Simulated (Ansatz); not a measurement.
Consider GeH3O (charge −1).

Input

```
crystal:
  periodic: [false, false, false]
  atoms:
    - { symbol: O, position_ang: [-1.49758, 0.42762, 0.72944] }
    - { symbol: Ge, position_ang: [-0.0911, 0.02604, 0.04449] }
    - { symbol: H, position_ang: [-0.06231, -0.0749, -1.51767] }
    - { symbol: H, position_ang: [0.52628, -1.35701, 0.44138] }
    - { symbol: H, position_ang: [1.12471, 0.97825, 0.30235] }
total_charge: -1
magnetization:
  spin_polarized: true
basis:
  gaussian: { orbitals: def2-SVP }
hamiltonian:
  xc: hf
relax:
  f_tol: 0.02
  max_steps: 40
output:
  orbitals: {}
```

Command:

```sh
ansatz run input.yaml --threads 1 --pin off --max-ram 2048MiB --backend cpu --events-out ev --progress --plain --runs-dir out
```

The fields are those of the relaxed geometry.

These are results of UHF/def2-SVP in Ansatz 0.2.0, not measurements.

What can the converged electron density and electron localisation function tell about the bonding?

Ge–O (1.66 Å): the density is about 1.3 e/Å³ at the midpoint; the ELF peaks at about 0.80 in the valence shell of O, 0.6 Å from its nucleus, and is about 0.35 at the midpoint.
Ge–H (1.59 Å): ρ at the midpoint is about 0.88 e/Å³; the ELF climbs to about 1 towards the hydrogen.

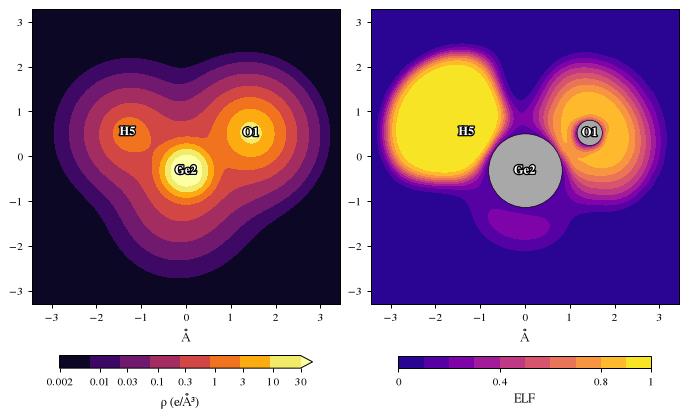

Computed electron density and electron localisation function on the plane of atoms O1, Ge2 and H5, in this order. Grey discs cover the atomic cores in the ELF map. 
